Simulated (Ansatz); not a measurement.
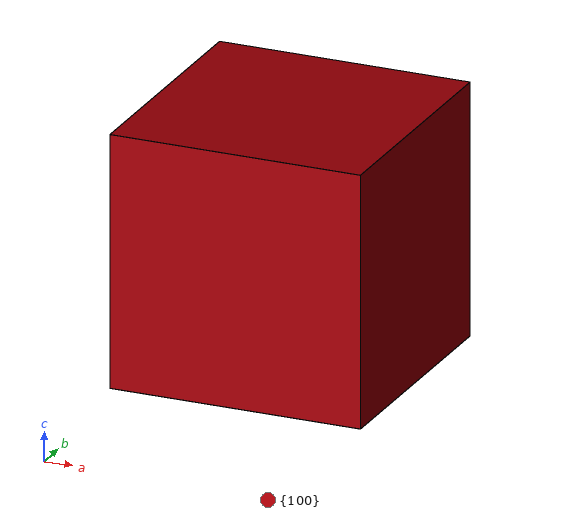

EuRe₃, space group Pm-3m (No. 221), a = 4.317 Å, b = 4.317 Å, c = 4.317 Å, α = 90.00°, β = 90.00°, γ = 90.00°. The shape was computed with the Donnay–Harker form of the Bravais–Friedel law: planes with larger spacing d grow more slowly and so show as larger faces; centring, glide planes and screw axes halve or divide d. The structure is the input geometry of an electronic-structure calculation and need not be at equilibrium. It was generated, so it need not be a known form of this composition. Forms under 0.4 % of the area are left out.

How many faces does the whole crystal have, by form?

Answer. 6 faces: 6 of {100}.

Describe the habit.

Answer. It is roughly equant (blocky). Widths along a, b and c stand as 1.00 : 1.00 : 1.00.
